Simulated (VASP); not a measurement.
Shape and ions are relaxed at each volume.

Energy against volume of Y (hcp). These are RPBE GGA, VASP's PBE PAW potentials (set 64) (plane waves; VASP) values and carry that method's errors.

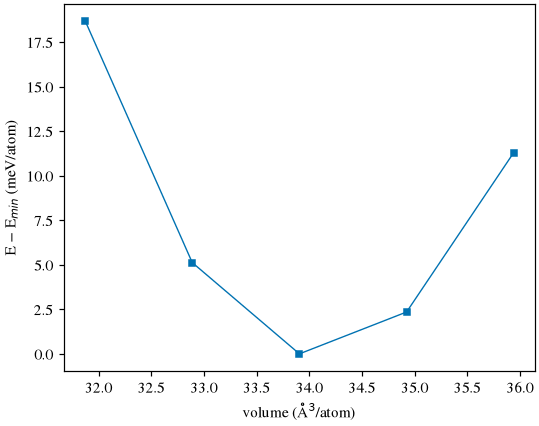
Fig. 1. Energy against volume

### Question
Estimate the equilibrium volume and the bulk modulus.

### Answer
The minimum lies near 34.1 Å³/atom, and the curvature gives B0 of about 39 GPa.

Measured: bulk modulus 41.7 GPa at 0 K (computed value off by -7.5 %), as given by Vázquez-Parga, Fernández-Martínez, Viñes, J. Chem. Theory Comput. (2023), doi:10.1021/acs.jctc.3c00612, Supporting … [zero-point energy and finite temperature contributions removed].

The compound is Y in the hcp structure. It was relaxed first.
